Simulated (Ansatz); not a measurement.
# triplet H3O+: levels of theory compared

We compute a comparison of 6 runs (UB3LYP/6-31G*, UBLYP/aug-cc-pVTZ, USVWN5/aug-cc-pVTZ, RPA@PBE/aug-cc-pVTZ, RPA@PBE0/aug-cc-pVTZ, UMP2/aug-cc-pVTZ) of triplet H3O+. 

Program for the calculation: Ansatz 0.2.0.

1 further run of the same task is left out (set aside as unsound or not needed).

## 1. The structure to begin with

H3O+ has 4 atoms, charge +1, and is taken as a triplet. SMILES of the parent species: `[OH3+]`. The shape is that of a PBE0-D4/def2-TZVP optimisation. That shape belongs to the parent species and isn't relaxed for this state.

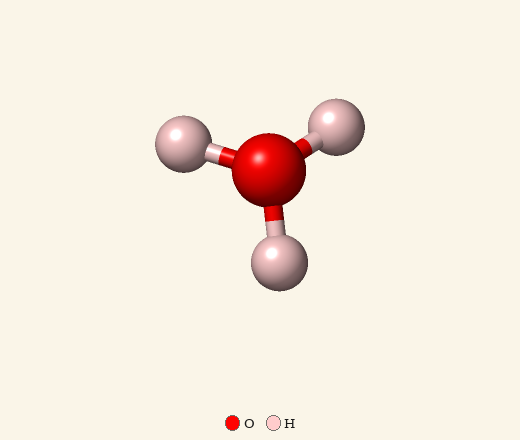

The structure, seen from a chosen angle (oxygen red, hydrogen pink).

## 2. The energy at UB3LYP/6-31G(d) (spherical functions) (run 1)

run.yaml

```yaml
crystal:
  periodic: [false, false, false]
  atoms:
    - {symbol: O, position_ang: [0.181970, -0.056700, -0.052760]}
    - {symbol: H, position_ang: [0.219060, 0.918440, 0.015140]}
    - {symbol: H, position_ang: [-0.408890, -0.368290, -0.767380]}
    - {symbol: H, position_ang: [0.007860, -0.493450, 0.805020]}
basis:
  gaussian: {orbitals: 6-31G_st_-spherical.json}
total_charge: 1
magnetization: {spin_polarized: true, initial_magnetization: 2}
hamiltonian: {xc: {name: B3LYP}}
accuracy: high
output: {orbitals: {seedname: orbitals}}
```

The basis set 6-31G* is read from a file made from the Basis Set Exchange's data (not shown).

Started as:

```console
$ ansatz run run.yaml --threads 1 --pin off --max-ram 3480MiB --events-out events.jsonl --progress --plain --runs-dir runs
```

The program printed:

```text
Warning: RAYON_NUM_THREADS=1 ignored (pool sized by the plan → 1); use --threads N
Functional definition: B3LYP
  name "B3LYP"
  parameter a0 = 0.2
  parameter ax = 0.72
  parameter ac = 0.81
  exchange = (1 - a0 - ax)*slater_x + ax*b88_x + a0*exact_x
  correlation = (1 - ac)*vwn_rpa_c + ac*lyp_c
366 factors; integrals over basis functions are off by at most 5.3e-9 eV
mean field evaluation 1: about -2070.8783 eV, gradient 3.7e1 eV
mean field evaluation 2: about -2069.9402 eV, gradient 4.1e1 eV
mean field evaluation 4: about -2075.7485 eV, gradient 2.8e-1 eV
mean field evaluation 8: about -2075.7455 eV, gradient 1.5e-3 eV
mean field evaluation 16: about -2075.7455 eV, gradient 2.2e-7 eV
mean field -2075.74548869 eV, -76.2822397185 hartree, gradient 5.3e-8 eV, S^2 2.001023; 0 other end points of the search recorded, 0 dependent functions left out
reference -2075.74551366 eV, -76.2822406360 hartree; 6, 4 occupied and 14, 16 virtual orbitals, 366 factors
Total energy: -2075.74551366 eV, -76.2822406360 hartree
```

Wall time 0.97 s (1 thread of Arm Neoverse V1, shared host); peak memory 0.096 GiB.

## 3. The energy at UBLYP/aug-cc-pVTZ (run 2)

molecule.yaml

```yaml
crystal:
  periodic: [false, false, false]
  atoms:
    - {symbol: O, position_ang: [0.181970, -0.056700, -0.052760]}
    - {symbol: H, position_ang: [0.219060, 0.918440, 0.015140]}
    - {symbol: H, position_ang: [-0.408890, -0.368290, -0.767380]}
    - {symbol: H, position_ang: [0.007860, -0.493450, 0.805020]}
basis:
  gaussian: {orbitals: aug-cc-pVTZ}
total_charge: 1
output: {orbitals: {seedname: orbitals}}
magnetization: {spin_polarized: true, initial_magnetization: 2}
hamiltonian: {xc: {name: BLYP}}
accuracy: high
```

Started as:

```console
$ ansatz run molecule.yaml --threads 1 --pin off --max-ram 3480MiB --events-out events.jsonl --progress --plain --runs-dir runs
```

The program printed:

```text
Warning: RAYON_NUM_THREADS=1 ignored (pool sized by the plan → 1); use --threads N
Functional definition: BLYP
  name "BLYP"
  parameter beta = 0.0042
  parameter a = 0.04918
  parameter b = 0.132
  parameter c = 0.2533
  parameter d = 0.349
  exchange = b88_x(beta = beta)
  correlation = lyp_c(a = a, b = b, c = c, d = d)
1745 factors; integrals over basis functions are off by at most 3.1e-9 eV
mean field evaluation 1: about -2068.2306 eV, gradient 5.5e1 eV
mean field evaluation 2: about -2059.3883 eV, gradient 7.2e1 eV
mean field evaluation 4: about -2076.8581 eV, gradient 1.4e0 eV
mean field evaluation 8: about -2076.8657 eV, gradient 6.5e-3 eV
mean field evaluation 16: about -2076.8657 eV, gradient 6.5e-7 eV
mean field -2076.86570019 eV, -76.3234067318 hartree, gradient 3.2e-8 eV, S^2 2.001062; 0 other end points of the search recorded, 0 dependent functions left out
reference -2076.86574511 eV, -76.3234083827 hartree; 6, 4 occupied and 109, 111 virtual orbitals, 1745 factors
Total energy: -2076.86574511 eV, -76.3234083827 hartree
```

It took 5.1 s on 1 thread of Arm Neoverse V1, shared host; peak memory 0.26 GiB.

Run 3 isn't shown in full; the table further down has it.

## 4. The energy at RPA@PBE/aug-cc-pVTZ (run 4)

Edit run.yaml of step 2 so:

```diff
@@ -8,7 +8,7 @@
 basis:
-  gaussian: {orbitals: 6-31G_st_-spherical.json}
+  gaussian: {orbitals: aug-cc-pVTZ}
 total_charge: 1
 magnetization: {spin_polarized: true, initial_magnetization: 2}
-hamiltonian: {xc: {name: B3LYP}}
+hamiltonian: {xc: {name: PBE}}
+correlation: {method: rpa, frozen_orbitals: {H: 0, O: 1}}
 accuracy: high
-output: {orbitals: {seedname: orbitals}}
```

Started as:

```console
$ ansatz run run.yaml --threads 1 --pin off --max-ram 3480MiB --events-out events.jsonl --progress --plain --runs-dir runs
```

The program printed:

```text
Warning: RAYON_NUM_THREADS=1 ignored (pool sized by the plan → 1); use --threads N
Functional definition: PBE
  name "PBE"
  parameter kappa = 0.804
  parameter beta = 0.06672455060314922
  exchange = pbe_x(kappa = kappa, mu = beta*pi^2/3)
  correlation = pbe_c(beta = beta)
1745 factors; integrals over basis functions are off by at most 3.1e-9 eV
mean field evaluation 1: about -2066.9661 eV, gradient 5.3e1 eV
mean field evaluation 2: about -2066.9658 eV, gradient 5.3e1 eV
mean field evaluation 4: about -2074.9266 eV, gradient 4.2e0 eV
mean field evaluation 8: about -2074.9900 eV, gradient 7.5e-3 eV
mean field evaluation 16: about -2074.9900 eV, gradient 3.9e-7 eV
mean field -2074.99002558 eV, -76.2544769613 hartree, gradient 2.4e-8 eV, S^2 2.001237; 0 other end points of the search recorded, 0 dependent functions left out
1 core orbitals not correlated: weight in the atoms' cores, before any rotation towards them, 1.000 or more for the frozen orbitals, at most 0.000 for the correlated occupied ones
reference -2066.75785877 eV, -75.9519504110 hartree; 5, 3 occupied and 109, 111 virtual orbitals, 1745 factors
Total energy: -2077.38551891 eV, -76.3425097174 hartree
```

Wall time 8.1 s (1 thread of Arm Neoverse V1, shared host); peak memory 0.36 GiB.

Run 5 isn't shown in full; the table further down has it.

## 5. The energy at UMP2/aug-cc-pVTZ (run 6)

Edit run.yaml of step 4 so:

```diff
@@ -11,4 +11,3 @@
 magnetization: {spin_polarized: true, initial_magnetization: 2}
-hamiltonian: {xc: {name: PBE}}
-correlation: {method: rpa, frozen_orbitals: {H: 0, O: 1}}
+correlation: {method: mp2, frozen_orbitals: {H: 0, O: 1}}
 accuracy: high
```

Started as:

```console
$ ansatz run run.yaml --threads 1 --pin off --max-ram 3480MiB --events-out events.jsonl --progress --plain --runs-dir runs
```

The program printed:

```text
Warning: RAYON_NUM_THREADS=1 ignored (pool sized by the plan → 1); use --threads N
Functional definition: HF
  name "HF"
  exchange = exact_x
  correlation = 0
1745 factors; integrals over basis functions are off by at most 3.1e-9 eV
mean field evaluation 1: about -2065.2752 eV, gradient 2.4e1 eV
mean field evaluation 2: about -2065.2754 eV, gradient 2.4e1 eV
mean field evaluation 4: about -2067.0467 eV, gradient 1.5e0 eV
mean field evaluation 8: about -2067.0649 eV, gradient 1.2e-3 eV
mean field -2067.06493904 eV, -75.9632354029 hartree, gradient 2.7e-8 eV, S^2 2.004397; 0 other end points of the search recorded, 0 dependent functions left out
1 core orbitals not correlated: weight in the atoms' cores, before any rotation towards them, 1.000 or more for the frozen orbitals, at most 0.000 for the correlated occupied ones
reference -2067.06493904 eV, -75.9632354029 hartree; 5, 3 occupied and 109, 111 virtual orbitals, 1745 factors
second order -5.94700399 eV of doubles, -0.00000000 eV of singles
Total energy: -2073.01194303 eV, -76.1817837684 hartree
```

It took 2.6 s on 1 thread of Arm Neoverse V1, shared host; peak memory 0.24 GiB.

## 6. All runs side by side

```tsv
run	level	frozen core orbitals	energy (Eh)	⟨S²⟩	wall time
1	UB3LYP/6-31G* (spherical functions)	–	-76.282241	2.001	0.97 s
2	UBLYP/aug-cc-pVTZ	–	-76.323408	2.001	5.1 s
3	USVWN5/aug-cc-pVTZ	–	-75.762077	2.001	3.3 s
4	RPA@PBE/aug-cc-pVTZ	1	-76.342510	2.001	8.1 s
5	RPA@PBE0/aug-cc-pVTZ	1	-76.313927	2.002	8.7 s
6	UMP2/aug-cc-pVTZ	1	-76.181784	2.004	2.6 s
```

## 7. What came out

```
                                         quantity         value
                              run 6: total energy  -76.18178 Eh
run 6: correlation energy (1 core orbital frozen)    -218.5 mEh
         run 6: ⟨S²⟩ of the reference determinant         2.004
```

Totals of different functionals can't be ranked against each other. All runs together took 29 s, the longest 8.7 s.
